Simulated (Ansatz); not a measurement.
Partial pair distribution functions of a relaxed model of amorphous Ge14Sb14S32, broadened by 0.06 Å; density 4.16 g/cm³. These are PBE-D3(BJ), scalar-relativistic without spin-orbit coupling (plane waves to 420 eV, PAW; Ansatz, an electronic-structure program) values and carry that method's errors.

Preparation: random packing, a CHGNet melt and quench, and a DFT relaxation. The hot cell started wider than the set density and was brought back towards it in steps. It is the lowest in DFT energy of 3 quenches. It is a model cell: composition and starting density were chosen by hand, and all elements were melted together. The geometry includes D3(BJ) dispersion. Its density started from a set value of 3.68 and ended at 4.16 g/cm³. The simulated quench (nominally 83 K/ps over its main leg) is rapid and tends to freeze in more defects than a deposited or slowly cooled glass has. One small periodic cell is one sample of the glass; other quenches scatter about these values. Volume and shape were free in the relaxation. Stress components on the final sampling reach 0.6 GPa. Cycles of charging lowered its energy after that relaxation.

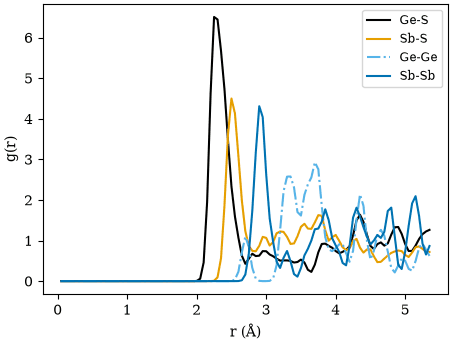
Partial pair distribution functions

Highest peaks under 4.5 Å: Ge-S near 2.25 Å, Sb-S near 2.50 Å, Ge-Ge near 3.70 Å, Sb-Sb near 2.90 Å; pairs of few atoms are noisy.

Within 2.70 Å each Ge has 2.93 S neighbours on average.
